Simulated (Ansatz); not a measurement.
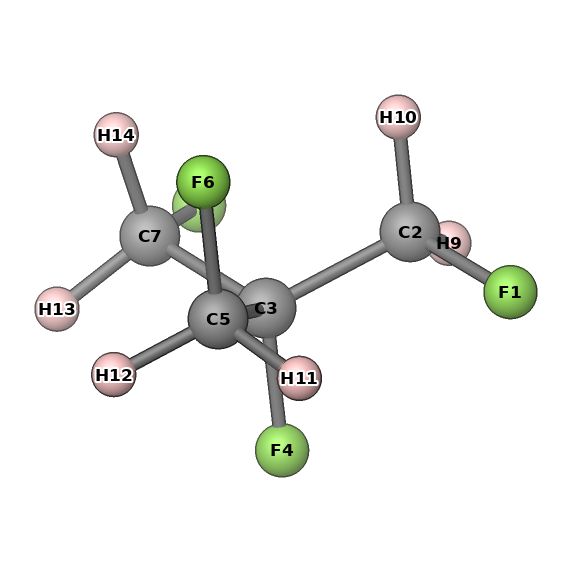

C3 lies behind C5. The molecule seen a little off the C5–C3 bond, C5 in front. Depth is shown by fading: the farther an atom, the more it takes the colour of the background. The computed structure is the end point of a PBE0-D4/def2-TZVP optimisation.

### What is the torsion angle F6–C5–C3–F4? The sign is positive where the front bond must turn clockwise to cover the back bond.

178°, antiperiplanar (anti). The bonds about C5–C3 are staggered.
